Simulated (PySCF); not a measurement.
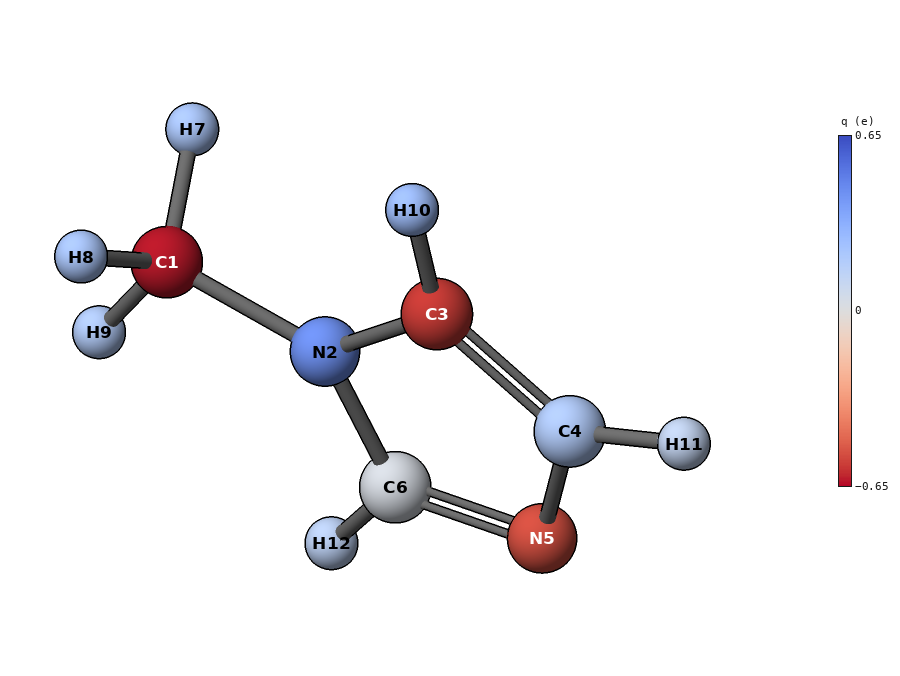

Atoms are coloured by their ESP-fitted charges. Computed geometry: PBE0-D3(BJ)/def2-SVP optimisation. No frequency run is at hand to confirm it as a minimum. Properties computed with PBE0/IGLO-III, gas phase (PySCF 2.14.0).

> Which atom carries the highest charge (most positive or least negative)?

N2 (0.43 e).

> And the lowest?

C1 (−0.62 e).

Give the ESP-fitted charges atom by atom.

| atom | value (e) |
| --- | --- |
| C1 | −0.62 |
| N2 | 0.43 |
| C3 | −0.56 |
| C4 | 0.18 |
| N5 | −0.52 |
| C6 | 0.03 |
| H7 | 0.20 |
| H8 | 0.20 |
| H9 | 0.17 |
| H10 | 0.25 |
| H11 | 0.11 |
| H12 | 0.13 |
